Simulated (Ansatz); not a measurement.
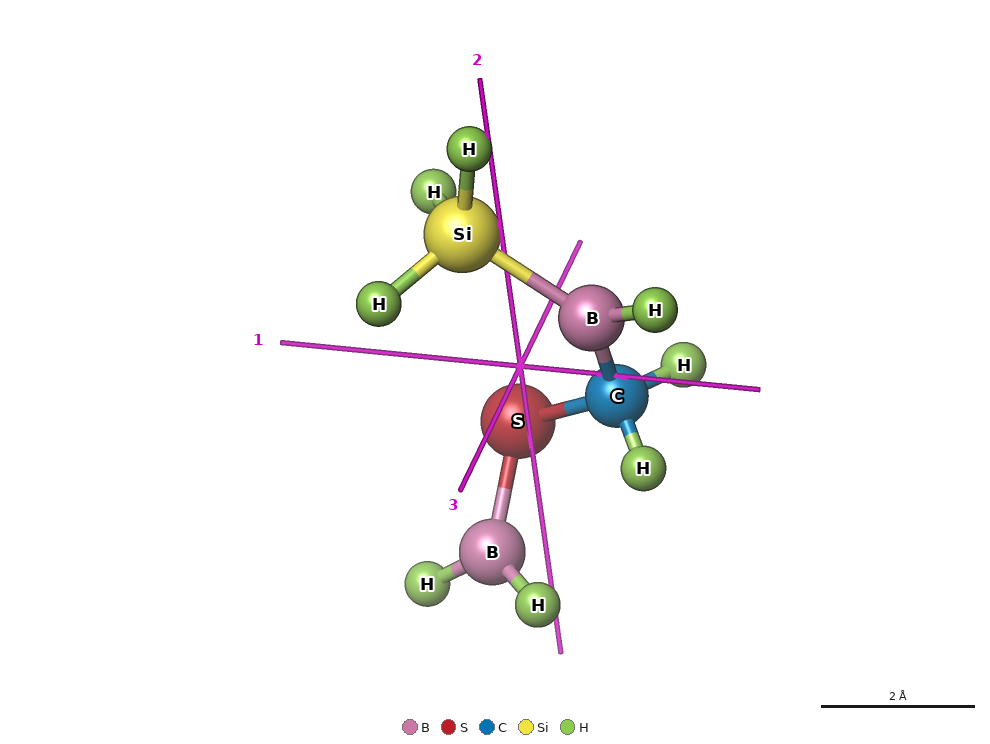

The three principal axes of inertia are drawn and numbered. Depth is shown by fading: the farther an atom, the more it takes the colour of the background. The geometry was computed by an optimisation with PBE0-D4/def2-TZVP. No frequency run is at hand to confirm it as a minimum. Masses are those of the most abundant isotopes; constants are for the rigid equilibrium geometry.

Question: Which line is the a axis (least moment of inertia), which b and which c?

Answer: a is line 2, b is line 1, c is line 3; the moments are 85.8, 338, 381 u Å².

Question: What kind of rotor is it, and what are its rotational constants in cm⁻¹?

Answer: An asymmetric top (C1): A = 0.196, B = 0.0499, C = 0.0443 cm⁻¹. Ray's parameter κ is −0.93, close to the prolate limit.
